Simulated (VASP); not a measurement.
Band structure of C (diamond). All values below come from LDA (Ceperley-Alder, Perdew-Zunger), VASP's LDA PAW potentials (set 64) (plane waves; VASP).

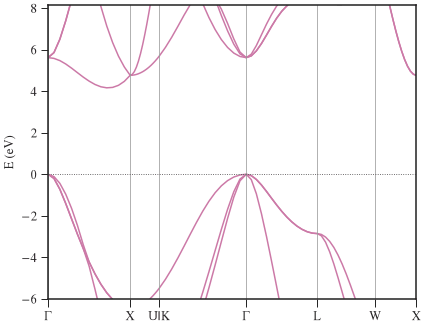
*Bands along high-symmetry lines, zero at the valence-band maximum or, without a gap, the Fermi level*

### Question
Read the plot: is there a gap, and where are the band edges?

### Answer
The gap is indirect, 4.16 eV, from the valence maximum at Γ to the conduction minimum at Γ-X at 0.71. (Edges off the drawn lines would not show.)

The compound is C in the diamond structure. It was relaxed first.
